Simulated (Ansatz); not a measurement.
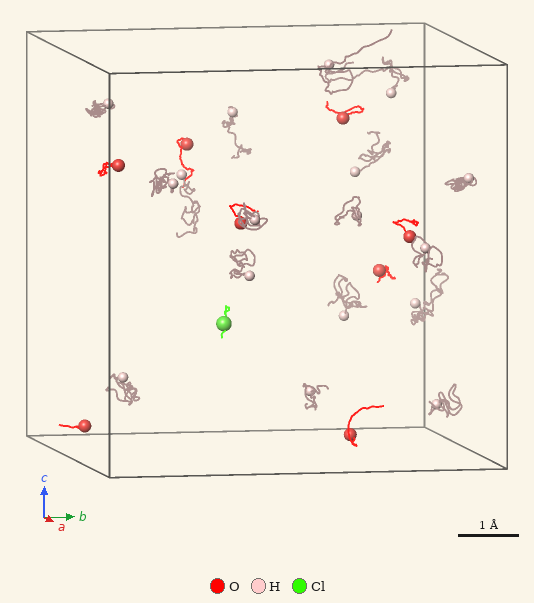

Molecular dynamics of a periodic cell with 8 H2O + 1 HCl at 0.937 g/cm³, 200 fs long. It starts from the last geometry of an earlier run, with fresh velocities. Lines trace each atom's path, in the colour of its element; spheres stand at the starting positions. Seen slightly off an axis in the simulation cell.

Computed with Ansatz, DFT PBE, scalar-relativistic, plane waves, PAW. Settings: plane-wave cutoff 420 eV; k-point mesh 1 × 1 × 1; Fermi-Dirac smearing 0.05 eV; low-accuracy preset; constant energy (NVE); velocities drawn for 300 K; time step 0.5 fs.

Input file:
```yaml
accuracy: low
crystal:
  lattice:
    - [6.840616, 0.0, 0.0]
    - [0.0, 6.840616, 0.0]
    - [0.0, 0.0, 6.840616]
  atoms:
    - { symbol: O, position: [0.20495359, 0.84372652, 0.41256645] }
    - { symbol: H, position: [0.16611259, 0.94212671, 0.32501173] }
    - { symbol: H, position: [0.24040182, 0.74751366, 0.30610042] }
    - { symbol: O, position: [-0.16106261, 0.36371278, 0.60518212] }
    - { symbol: H, position: [-0.02040189, 0.36981674, 0.62796267] }
    - { symbol: H, position: [-0.20017657, 0.39384681, 0.4702432] }
    - { symbol: O, position: [0.79815921, 0.7968281, 0.55851417] }
    - { symbol: H, position: [0.78108084, 0.66736708, 0.61177264] }
    - { symbol: H, position: [0.94546236, 0.80557369, 0.54525344] }
    - { symbol: O, position: [0.5427719, 0.03306139, 0.07990176] }
    - { symbol: H, position: [0.60304786, -0.09501887, 0.12098109] }
    - { symbol: H, position: [0.62241477, 0.07544398, -0.1150223] }
    - { symbol: O, position: [0.19355937, 0.36261445, 0.73409705] }
    - { symbol: H, position: [0.23227197, 0.46905947, 0.81534185] }
    - { symbol: H, position: [0.32148504, 0.32264217, 0.67282165] }
    - { symbol: O, position: [0.68071071, 0.67167842, 0.05901416] }
    - { symbol: H, position: [0.63042821, 0.58170095, 0.16365435] }
    - { symbol: H, position: [0.57702164, 0.63994853, -0.03563848] }
    - { symbol: O, position: [0.66414995, 0.09248154, 0.73605723] }
    - { symbol: H, position: [0.76487324, 0.20889809, 0.69888349] }
    - { symbol: H, position: [0.72018792, -0.03837274, 0.69142456] }
    - { symbol: O, position: [0.34605824, 0.72308448, 0.80653241] }
    - { symbol: H, position: [0.33417895, 0.84675701, 0.86479771] }
    - { symbol: H, position: [0.32533981, 0.75766908, 0.67084131] }
    - { symbol: Cl, position: [0.49149029, 0.39355616, 0.32009807] }
    - { symbol: H, position: [0.5476357, 0.12817462, 0.19859657] }
basis:
  ecutwfc: 420.0
kpoints:
  mp_grid: { grid: [1, 1, 1] }
hamiltonian:
  xc: pbe
scf:
  occupations: { method: fermi_dirac, width: 0.05 }
  lower_state_search: "off"
md:
  timestep: 0.5
  n_steps: 400
  ensemble: nve
  temperature: 300.0
  initial_velocities: maxwell_boltzmann
  seed: 692551
```

Run as
```bash
ansatz run input.yaml --threads 1 --pin off --max-ram 3072MiB --backend cpu --events-out ev --progress --plain --runs-dir out
```

What do the traces tell about the motion?

Answer. Root-mean-square distances from the starting positions over the second half, with the common drift of all atoms taken out: H 0.68 Å, O 0.48 Å, Cl 0.17 Å. The heavy atoms stay within a fraction of a molecule's size of their starting places; so short a run doesn't tell a liquid from a solid. Over the second half the temperature averages 341 K (spread ±49 K). The potential energy is still drifting at the end, so the run hasn't reached equilibrium. The potential energy in the second half lies on average 5.2 meV per atom below the first frame.

Limits of the set-up: the program's low-accuracy preset was used; the periodic images lie only 6.8 Å apart, so the values are limited by the cell's size.

Cost: 9.4 min on 1 thread of Arm Neoverse V1 (shared host), peak memory 0.36 GiB.
